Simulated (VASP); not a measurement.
# Lattice of Cr (Chromium) across functionals and dispersion corrections, part 3 of 4

How close do the usual functionals, with and without dispersion, come to the cell of Cr (Chromium)? The start is a cell from a database of measured crystal structures.

VASP 6.6.1, plane waves and PAW; the level of theory is named at each step.

So far. Step 5 (The orders side by side): The session goes on in the lowest magnetic state found: antiferromagnetic, q = (1/2, 1/2, 1/2). Runs that ended non-magnetic differ by up to 4.7 meV an atom among themselves, which is the error from the unlike meshes of the cells. Step 6 (Relaxation with LDA): It ends with forces that vanish by symmetry and a pressure of -0.04 GPa. The volume lies -9.6 % from that of the database's start, which holds the thermal and zero-point expansion of its experiment.

### Step 7. Relaxation with PBEsol

This step: PBEsol, spin-polarised from an antiferromagnetic start; plane waves and PAW (Cr_pv) (VASP 6.6.1).

PBEsol restores the gradient expansion of exchange and is tuned for the cells of solids.

Contents of INCAR:

```
SYSTEM = Cr
PREC = Accurate
ENCUT = 520
EDIFF = 1E-06
NELM = 100
ISMEAR = -1
SIGMA = 0.05
LREAL = .FALSE.
ALGO = Normal
GGA = PS
NBANDS = 19
ISPIN = 2
MAGMOM = 0.24 -0.24
LASPH = .TRUE.
LMAXMIX = 4
LORBIT = 11
LWAVE = .FALSE.
LCHARG = .FALSE.
KPAR = 4
IBRION = 2
NSW = 60
ISIF = 3
EDIFFG = -0.01
```

Contents of POSCAR:

```
Cr
1.0
   -2.8839000000      2.8839000000      2.8839000000
    0.0000000000      0.0000000000      2.8839000000
    0.0000000000      2.8839000000      0.0000000000
Cr
2
Direct
    0.0000000000      0.0000000000      0.0000000000
    0.5000000000      0.0000000000      0.0000000000
```

Contents of KPOINTS:

```
Automatic mesh
0
Gamma
11 11 11
0 0 0
```

Potentials, in the order of the species: Cr_pv (PBE family, release 64).

Started as:

```
> mpirun -np 4 vasp_std
```

The program printed:

```text
[banner, memory and clock lines left out]
running    4 mpi-ranks, on    1 nodes
 distrk:  each k-point on    1 cores,    4 groups
 distr:  one band on    1 cores,    1 groups

 POSCAR found type information on POSCAR Cr
 POSCAR found :  1 types and       2 ions
 [... a notice as in an earlier step ...]

 LDA part: xc-table for (Slater+PW92), standard interpolation
 POSCAR, INCAR and KPOINTS ok, starting setup
 FFT: planning ... GRIDC
 FFT: planning ... GRID_SOFT
 FFT: planning ... GRID
 WAVECAR not read
 entering main loop
       N       E                     dE             d eps       ncg     rms          rms(c)
DAV:   1     0.238736630893E+03    0.23874E+03   -0.13950E+04  4256   0.154E+03
DAV:   2    -0.159746305408E+02   -0.25471E+03   -0.24919E+03  4324   0.439E+02
DAV:   3    -0.241625369123E+02   -0.81879E+01   -0.80717E+01  4519   0.936E+01
DAV:   4    -0.242894018505E+02   -0.12686E+00   -0.12673E+00  5592   0.107E+01
DAV:   5    -0.242917942244E+02   -0.23924E-02   -0.23891E-02  4974   0.133E+00    0.188E+01
DAV:   6    -0.203839640008E+02    0.39078E+01   -0.17413E+01  4475   0.485E+01    0.306E+00
DAV:   7    -0.204144676912E+02   -0.30504E-01   -0.86987E-01  4688   0.610E+00    0.191E+00
DAV:   8    -0.203919847221E+02    0.22483E-01   -0.46383E-02  4720   0.251E+00    0.105E+00
DAV:   9    -0.203907419513E+02    0.12428E-02   -0.57390E-03  5231   0.791E-01    0.284E-01
DAV:  10    -0.203908710479E+02   -0.12910E-03   -0.28269E-03  4747   0.463E-01    0.237E-01
DAV:  11    -0.203918358711E+02   -0.96482E-03   -0.44247E-03  5509   0.413E-01    0.276E-01
DAV:  12    -0.203886884368E+02    0.31474E-02   -0.71415E-02  5322   0.193E+00    0.169E-01
DAV:  13    -0.203879184385E+02    0.77000E-03   -0.24048E-02  5383   0.109E+00    0.970E-02
DAV:  14    -0.203877877673E+02    0.13067E-03   -0.21488E-02  5351   0.107E+00    0.569E-02
DAV:  15    -0.203877979748E+02   -0.10207E-04   -0.18205E-03  4532   0.453E-01    0.231E-02
DAV:  16    -0.203878035416E+02   -0.55668E-05   -0.50070E-05  4808   0.780E-02    0.114E-02
DAV:  17    -0.203878031762E+02    0.36545E-06   -0.11711E-05  4340   0.281E-02    0.720E-03
DAV:  18    -0.203878028945E+02    0.28164E-06   -0.13992E-06  2685   0.155E-02
   1 F= -.20387803E+02 E0= -.20381521E+02  d E =-.203878E+02  mag=     0.0000
 curvature:   0.00 expect dE= 0.000E+00 dE for cont linesearch  0.000E+00
 trial: gam= 0.00000 g(F)=  0.161E-61 g(S)=  0.536E+00 ort = 0.000E+00 (trialstep = 0.100E+01)
 search vector abs. value=  0.536E+00
 bond charge predicted
       N       E                     dE             d eps       ncg     rms          rms(c)
DAV:   1    -0.340230092730E+02   -0.13635E+02   -0.27591E+02  4322   0.208E+02    0.447E+01
DAV:   2    -0.206752401972E+02    0.13348E+02   -0.49362E+01  4290   0.883E+01    0.980E+00
DAV:   3    -0.202778948925E+02    0.39735E+00   -0.11883E+00  4570   0.106E+01    0.723E+00
DAV:   4    -0.201374634468E+02    0.14043E+00   -0.18238E-01  4419   0.517E+00    0.117E+00
DAV:   5    -0.201338418224E+02    0.36216E-02   -0.20588E-02  4996   0.147E+00    0.403E-01
DAV:   6    -0.201340080964E+02   -0.16627E-03   -0.15718E-03  5587   0.269E-01    0.195E-01
DAV:   7    -0.201337690439E+02    0.23905E-03   -0.23471E-04  4353   0.130E-01    0.967E-02
DAV:   8    -0.201337086159E+02    0.60428E-04   -0.16253E-05  4374   0.464E-02    0.321E-03
DAV:   9    -0.201337090592E+02   -0.44332E-06   -0.30876E-07  2661   0.679E-03
   2 F= -.20133709E+02 E0= -.20128509E+02  d E =0.254094E+00  mag=    -0.0000
[...]
3 F= -.20492960E+02 E0= -.20487211E+02  d E =-.105157E+00  mag=    -0.0000
[...]
4 F= -.20493122E+02 E0= -.20487385E+02  d E =-.105319E+00  mag=     0.0000
[...]
5 F= -.20493087E+02 E0= -.20487357E+02  d E =-.105284E+00  mag=     0.0000
[...]
6 F= -.20493083E+02 E0= -.20487340E+02  d E =0.433902E-05  mag=     0.0000
 trial-energy change:    0.000004  1 .order   -0.000011   -0.000116    0.000094
 step:   0.3888(harm=  0.4856)  dis= 0.00000  next Energy=   -20.493112 (dE=-0.245E-04)
 bond charge predicted
       N       E                     dE             d eps       ncg     rms          rms(c)
DAV:   1    -0.204939743546E+02   -0.89181E-03   -0.17382E-02  4274   0.177E+00    0.255E-01
DAV:   2    -0.204931426635E+02    0.83169E-03   -0.41389E-03  4270   0.706E-01    0.430E-02
DAV:   3    -0.204931285264E+02    0.14137E-04   -0.28623E-05  4582   0.645E-02    0.248E-02
DAV:   4    -0.204931219077E+02    0.66187E-05   -0.90201E-06  4478   0.340E-02    0.703E-03
DAV:   5    -0.204931217486E+02    0.15915E-06   -0.24688E-07  2458   0.595E-03
   7 F= -.20493122E+02 E0= -.20487386E+02  d E =-.345972E-04  mag=    -0.0000
 curvature:  -0.23 expect dE=-0.419E-06 dE for cont linesearch -0.419E-06
 trial: gam= 0.00000 g(F)=  0.469E-59 g(S)=  0.184E-05 ort =-0.156E-04 (trialstep = 0.779E+00)
 search vector abs. value=  0.184E-05
 reached required accuracy - stopping structural energy minimisation
```

Elapsed: 41 s, on 4 MPI ranks of Intel Xeon 6975P-C (Granite Rapids), shared host; peak memory 0.8 GiB; 2.4 min of CPU time.

From OUTCAR (step 7):

```text
   NELECT =      24.0000    total number of electrons

 E-fermi :  11.3569

 spin component 1
 k-point     1 :       0.0000    0.0000    0.0000
  band No.  band energies     occupation
    ...
      8       6.7853      1.00000
      9       6.7853      1.00000
     10      10.4118      1.00000
     11      10.4118      1.00000
     12      10.4118      1.00000
     13      12.5405      0.00000
     14      12.5405      0.00000
     15      13.9730      0.00000
     16      13.9730      0.00000
     17      13.9730      0.00000
    ...

 k-point     2 :       0.0909    0.0000    0.0000
  band No.  band energies     occupation
    ...
      8       6.8833      1.00000
      9       6.8977      1.00000
     10      10.4030      1.00000
     11      10.4030      1.00000
     12      10.4764      1.00000
     13      12.4033      0.00000
     14      12.5925      0.00000
     15      13.7233      0.00000
     16      13.7233      0.00000
     17      13.8921      0.00000
    ...

  Total       -0.0050398     -0.0050398     -0.0050398      0.0000000     -0.0000000      0.0000000
  in kB       -0.3629508     -0.3629508     -0.3629508      0.0000000     -0.0000000      0.0000000
  external PRESSURE =      -0.3629508 kB  Pullay stress =       0.0000000 kB

 POSITION                                       TOTAL-FORCE (eV/Angst)
 -----------------------------------------------------------------------------------
     -0.00000      0.00000      0.00000         0.000000      0.000000      0.000000
     -1.40624      1.40624      1.40624        -0.000000     -0.000000     -0.000000
 -----------------------------------------------------------------------------------
    total drift:                                0.000000     -0.000000     -0.000000

  FREE ENERGIE OF THE ION-ELECTRON SYSTEM (eV)
  ---------------------------------------------------
  free  energy   TOTEN  =       -20.4931217486 eV

  energy  without entropy=      -20.4816505424  energy(sigma->0) =      -20.48738615

 magnetization (x)
# of ion       s       p       d       tot
------------------------------------------
    1        0.000   0.000   0.001   0.001
    2       -0.000  -0.000  -0.001  -0.001
--------------------------------------------------
tot          0.000   0.000   0.000   0.000

[... 8 parts as in an earlier step ...]

[... 10 further parts left out ...]
```

The PAW data sets were made with PBE, which is usual practice but a small mismatch for other functionals.

Relaxation path:

```
step  energy less that of the first step (eV)  largest force (eV/Å)  pressure (GPa)  volume (Å³)
   1                                   0.0000                0.0000          -18.18        23.99
   2                                   0.2541                0.0000           48.02        19.56
   3                                  -0.1052                0.0000           -0.90        22.31
   4                                  -0.1053                0.0000           -0.18        22.25
   5                                  -0.1053                0.0000            0.31        22.22
   6                                  -0.1053                0.0000           -0.25        22.28
   7                                  -0.1053                0.0000           -0.04        22.25
```

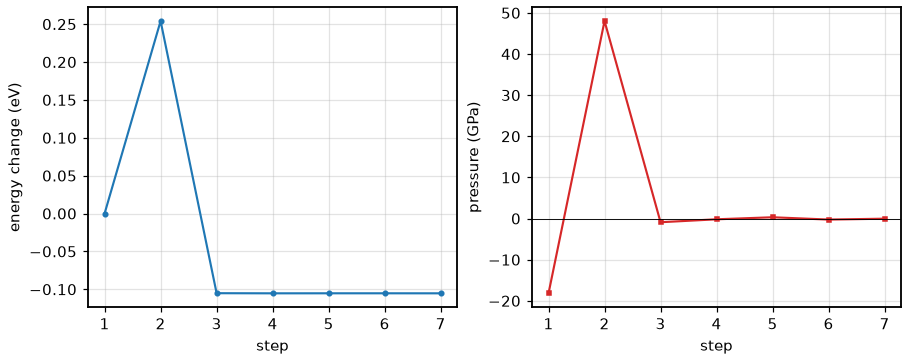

Energy and pressure along the relaxation.

```
     cell as run  before  after  change
           a (Å)   4.995  4.871  -2.5 %
           b (Å)   2.884  2.812  -2.5 %
           c (Å)   2.884  2.812  -2.5 %
volume (Å³/atom)   11.99  11.12  -7.2 %
```

The relaxed structure:

```
Cr
1.0
    -2.81249    2.81249    2.81249
     0.00000    0.00000    2.81249
     0.00000    2.81249    0.00000
Cr
2
Direct
  0.00000 0.00000 0.00000
  0.50000 0.00000 0.00000
```

Numbers from this step:

- free energy (TOTEN): -20.49 eV
- energy at zero smearing: -20.49 eV
- Fermi energy: 11.36 eV
- pressure: -0.03630 GPa
- SCF cycles over all ionic steps: 56

It ends at 11.12 Å³/atom, -7.2 % from the start, with -0.04 GPa left. The conventional cell has a = 2.812 Å. The moments are lost on the way, which shrinks a magnet's cell; a magnetic solution may have been missed.

### Step 8. Relaxation with PBE

This step: PBE, spin-polarised from an antiferromagnetic start; plane waves and PAW (Cr_pv) (VASP 6.6.1).

PBE, the usual starting point, adds the gradient of the density.

INCAR: that of step 7 with these lines changed.

```diff
@@ -9,3 +9,3 @@
 ALGO = Normal
-GGA = PS
+GGA = PE
 NBANDS = 19
```

POSCAR is that of step 7.

KPOINTS is that of step 7.

Started as:

```
> mpirun -np 4 vasp_std
```

The program printed:

```text
[banner, memory and clock lines left out]
running    4 mpi-ranks, on    1 nodes
[...]
LDA part: xc-table for (Slater+PW92), standard interpolation
 POSCAR, INCAR and KPOINTS ok, starting setup
[...]
entering main loop
       N       E                     dE             d eps       ncg     rms          rms(c)
DAV:   1     0.240244957018E+03    0.24024E+03   -0.13991E+04  4256   0.154E+03
DAV:   2    -0.141577044294E+02   -0.25440E+03   -0.24888E+03  4321   0.439E+02
DAV:   3    -0.223328266428E+02   -0.81751E+01   -0.80587E+01  4531   0.935E+01
DAV:   4    -0.224604461980E+02   -0.12762E+00   -0.12749E+00  5590   0.107E+01
[...]
DAV:  15    -0.190112585817E+02   -0.21390E-04   -0.19095E-04  4601   0.184E-01    0.130E-02
DAV:  16    -0.190112596316E+02   -0.10499E-05   -0.17616E-05  5508   0.433E-02    0.623E-03
DAV:  17    -0.190112593600E+02    0.27159E-06   -0.61172E-06  2741   0.167E-02
   1 F= -.19011259E+02 E0= -.19005095E+02  d E =-.190113E+02  mag=    -0.0000
[... from here on, the cycles between the ionic steps are left out ...]
   2 F= -.18957203E+02 E0= -.18951556E+02  d E =0.540567E-01  mag=    -0.0000
   3 F= -.19039669E+02 E0= -.19033797E+02  d E =-.284101E-01  mag=     0.0000
   4 F= -.19039678E+02 E0= -.19033811E+02  d E =-.284190E-01  mag=     0.0000
[...]
reached required accuracy - stopping structural energy minimisation
```

The job ended after 29 s (4 MPI ranks; peak memory 0.78 GiB; 1.7 min of CPU time).

OUTCAR, selected parts (step 8):

```text
  Total       -0.0021555     -0.0021555     -0.0021555      0.0000000     -0.0000000      0.0000000
  in kB       -0.1498047     -0.1498047     -0.1498047      0.0000000     -0.0000000      0.0000000
  external PRESSURE =      -0.1498047 kB  Pullay stress =       0.0000000 kB

 POSITION                                       TOTAL-FORCE (eV/Angst)
 -----------------------------------------------------------------------------------
     -0.00000      0.00000      2.84607        -0.000000     -0.000000     -0.000000
     -1.42303      4.26910      1.42303         0.000000      0.000000      0.000000
 -----------------------------------------------------------------------------------
    total drift:                                0.000000      0.000000      0.000000

  FREE ENERGIE OF THE ION-ELECTRON SYSTEM (eV)
  ---------------------------------------------------
  free  energy   TOTEN  =       -19.0396783895 eV

  energy  without entropy=      -19.0279436577  energy(sigma->0) =      -19.03381102

 magnetization (x)
# of ion       s       p       d       tot
------------------------------------------
    1        0.000   0.000   0.005   0.005
    2       -0.000  -0.000  -0.005  -0.005
--------------------------------------------------
tot          0.000   0.000   0.000   0.000

[... 2 parts as in an earlier step ...]

[... 2 further parts left out ...]
[key lines of the parts left out:]
E-fermi :  10.9931
```

Relaxation path:

```
step  energy less that of the first step (eV)  largest force (eV/Å)  pressure (GPa)  volume (Å³)
   1                                   0.0000                0.0000           -9.46        23.99
   2                                   0.0541                0.0000           19.41        21.61
   3                                  -0.0284                0.0000           -0.19        23.07
   4                                  -0.0284                0.0000           -0.01        23.05
```

```
     cell as run  before  after  change
           a (Å)   4.995  4.930  -1.3 %
           b (Å)   2.884  2.846  -1.3 %
           c (Å)   2.884  2.846  -1.3 %
volume (Å³/atom)   11.99  11.53  -3.9 %
```

Final coordinates:

```
Cr
1.0
    -2.84607    2.84607    2.84607
     0.00000    0.00000    2.84607
     0.00000    2.84607    0.00000
Cr
2
Cartesian
  0.0000 0.0000 0.0000
  -1.4230 1.4230 1.4230
```

It ends at 11.53 Å³/atom, -3.9 % from the start, with -0.01 GPa left. The conventional cell has a = 2.846 Å. Against its usual tendency, PBE gives a cell smaller than the listed one. The moments are lost on the way, which shrinks a magnet's cell; a magnetic solution may have been missed.

### Step 9. Relaxation with r2SCAN

This step: r2SCAN, spin-polarised from an antiferromagnetic start; plane waves and PAW (Cr_pv) (VASP 6.6.1).

r2SCAN adds the kinetic-energy density, costs more than a GGA and is run with LASPH.

INCAR: that of step 8 with these lines changed.

```diff
@@ -9,3 +9,4 @@
 ALGO = Normal
-GGA = PE
+METAGGA = R2SCAN
+LASPH = .TRUE.
 NBANDS = 19
@@ -13,3 +14,2 @@
 MAGMOM = 0.24 -0.24
-LASPH = .TRUE.
 LMAXMIX = 4
```

POSCAR is that of step 8.

KPOINTS is that of step 8.

Started as:

```
> mpirun -np 4 vasp_std
```

The program printed:

```text
[banner, memory and clock lines left out]
running    4 mpi-ranks, on    1 nodes
[...]
[... a notice as in an earlier step ...]

 LDA part: xc-table for (None), standard interpolation
 POSCAR, INCAR and KPOINTS ok, starting setup
[...]
entering main loop
       N       E                     dE             d eps       ncg     rms          rms(c)
DAV:   1     0.234729067921E+03    0.23473E+03   -0.14294E+04  4256   0.158E+03
DAV:   2    -0.292447365185E+02   -0.26397E+03   -0.25827E+03  4310   0.453E+02
DAV:   3    -0.382213084043E+02   -0.89766E+01   -0.88096E+01  4706   0.989E+01
DAV:   4    -0.383772427813E+02   -0.15593E+00   -0.15547E+00  5584   0.120E+01
[...]
DAV:  28    -0.300791266438E+02   -0.17705E-04   -0.35692E-05  5358   0.352E-02    0.102E-02
DAV:  29    -0.300791285345E+02   -0.18906E-05   -0.30294E-06  4048   0.124E-02    0.485E-03
DAV:  30    -0.300791289894E+02   -0.45500E-06   -0.87278E-07  2343   0.709E-03
   1 F= -.30079129E+02 E0= -.30077482E+02  d E =-.300791E+02  mag=     0.0000
[...]
DAV:  17    -0.301409206919E+02   -0.27128E-06   -0.32933E-09  2200   0.569E-04
   2 F= -.30140921E+02 E0= -.30140637E+02  d E =-.617917E-01  mag=    -0.0000
 trial-energy change:   -0.061792  1 .order   -0.065434   -0.188376    0.057508
 step:   0.7494(harm=  0.7661)  dis= 0.00000  next Energy=   -30.148183 (dE=-0.691E-01)
[...]
N       E                     dE             d eps       ncg     rms          rms(c)
DAV:   1    -0.304944420011E+02   -0.35352E+00   -0.66020E+00  4364   0.326E+01    0.628E+00
DAV:   2    -0.301164875285E+02    0.37795E+00   -0.16724E+00  4514   0.142E+01    0.357E+00
DAV:   3    -0.301480650278E+02   -0.31577E-01   -0.14401E-01  4620   0.301E+00    0.140E+00
DAV:   4    -0.301481201596E+02   -0.55132E-04   -0.12877E-02  4910   0.108E+00    0.656E-01
[...]
DAV:   9    -0.301475904629E+02   -0.47358E-05   -0.21953E-05  5416   0.381E-02    0.750E-03
DAV:  10    -0.301475854088E+02    0.50541E-05   -0.36765E-06  4142   0.108E-02    0.429E-03
DAV:  11    -0.301475849325E+02    0.47629E-06   -0.11174E-07  2266   0.280E-03
   3 F= -.30147585E+02 E0= -.30146996E+02  d E =-.684559E-01  mag=     0.0000
[...]
reached required accuracy - stopping structural energy minimisation
```

Elapsed: 1.9 min, on 4 MPI ranks; peak memory 0.82 GiB.

OUTCAR, selected parts (step 9):

```text
  Total       -0.0015055     -0.0015055     -0.0015055      0.0000000      0.0000000     -0.0000000
  in kB       -0.0922580     -0.0922580     -0.0922580      0.0000000      0.0000000     -0.0000000
  external PRESSURE =      -0.0922580 kB  Pullay stress =       0.0000000 kB

 POSITION                                       TOTAL-FORCE (eV/Angst)
 -----------------------------------------------------------------------------------
     -0.00000      0.00000      0.00000        -0.000000      0.000000     -0.000000
     -1.48401      1.48401      1.48401         0.000000     -0.000000      0.000000
 -----------------------------------------------------------------------------------
    total drift:                                0.000000     -0.000000     -0.000000

  FREE ENERGIE OF THE ION-ELECTRON SYSTEM (eV)
  ---------------------------------------------------
  free  energy   TOTEN  =       -30.1475849325 eV

  energy  without entropy=      -30.1464076894  energy(sigma->0) =      -30.14699631

 magnetization (x)
# of ion       s       p       d       tot
------------------------------------------
    1        0.099   0.044   2.588   2.730
    2       -0.099  -0.044  -2.588  -2.730
--------------------------------------------------
tot          0.000  -0.000   0.000  -0.000

[... 2 parts as in an earlier step ...]

[... 2 further parts left out ...]
[key lines of the parts left out:]
E-fermi :   9.6887
```

The magnetic order is the only one that the search above brought to convergence with its moments; longer or canted patterns were not tried. The cell is doubled for it, so bands and modes from the zone boundary of the chemical cell fold onto Γ and the labels are those of the larger cell. SCAN-type functionals tend to overstate the moments of itinerant magnets.

The steps of the relaxation:

```
step  energy less that of the first step (eV)  largest force (eV/Å)  pressure (GPa)  volume (Å³)
   1                                   0.0000                0.0000           10.78        23.99
   2                                  -0.0618                0.0000           -2.93        26.90
   3                                  -0.0685                0.0000           -0.01        26.15
```

```
     cell as run  before  after  change
           a (Å)   4.995  5.141  +2.9 %
           b (Å)   2.884  2.968  +2.9 %
           c (Å)   2.884  2.968  +2.9 %
volume (Å³/atom)   11.99  13.07  +9.0 %
```

The relaxed structure:

```
Cr
1.0
    -2.96801    2.96801    2.96801
     0.00000    0.00000    2.96801
     0.00000    2.96801    0.00000
Cr
2
Direct
  0.00000 0.00000 0.00000
  0.50000 0.00000 0.00000
```

Spin moment in the PAW sphere by atom:

```
atom  spin moment in the PAW sphere (μB)
 Cr1                                2.73
 Cr2                               -2.73
```

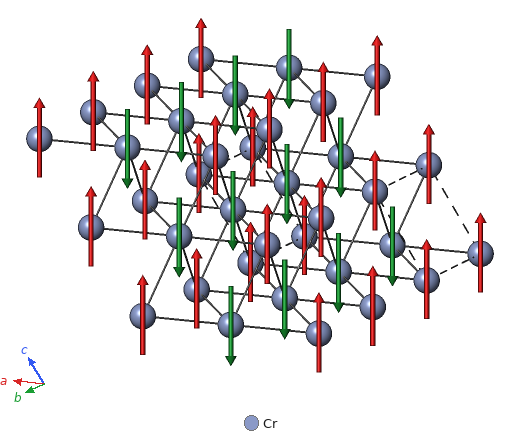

Spin moment in the PAW sphere as arrows, the longest 2.73 μB. Up and down stand for the sign. Arrows give size and sign along the axis of quantisation, drawn up and down the page. The two directions have two colours. 1×3×2 cells are drawn. Some periodic images of atoms are drawn too.

It ends at 13.07 Å³/atom, +9.0 % from the start, with -0.01 GPa left. The conventional cell has a = 2.968 Å. The largest moment is 2.73 μB.

(Part 3 of 4 ends here.)

[Lines on the potential files, build, host, timing and source positions are cut from VASP's logs without a mark.]

[Logs are printed without paths, hosts, clocks, repeated set-up lines and the standing remarks that a program may print on its own settings, such as how far it seeks lower states.]

[Hosts, paths, dates, database ids (printed as entryN), source tags and the programs' standing remarks are cut or masked in the printed files.]

[A measured line is paired with the nearest computed mode of its activity, which favours agreement.]
